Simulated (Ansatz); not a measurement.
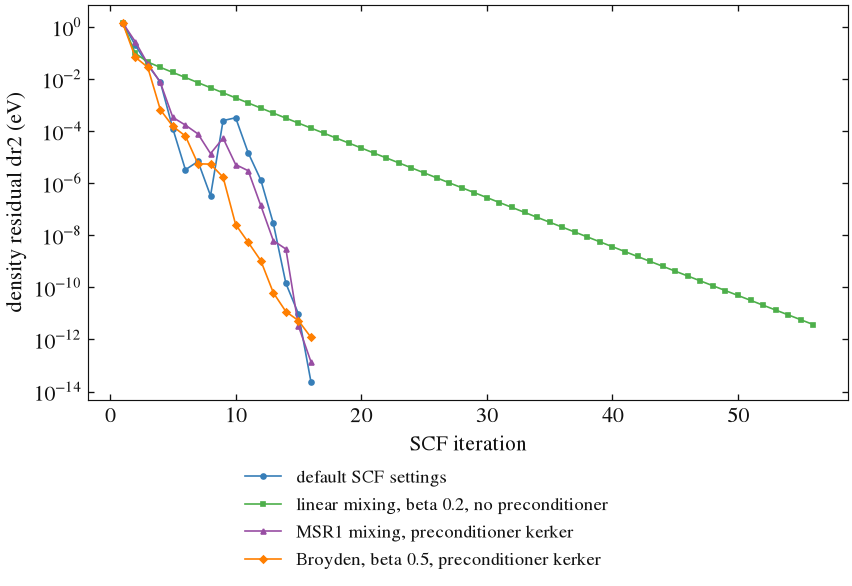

Several SCF runs on one cell, each with SCF settings of its own.
The run: TiN (Fm-3m, 2 atoms in the cell), by DFT, PBE, PAW, plane waves, scalar-relativistic in Ansatz 0.2.0; cutoff 420 eV, 9×9×9 k-mesh, Gaussian smearing of 0.03 eV, collinear spins.

Question: How did each run end?

Answer: “default SCF settings” converged in 16 iterations. “MSR1 mixing, preconditioner kerker” converged in 16 iterations. “Broyden, beta 0.5, preconditioner kerker” converged in 16 iterations. “linear mixing, beta 0.2, no preconditioner” converged in 56 iterations.

The converged runs agree in energy within 1 meV per atom.
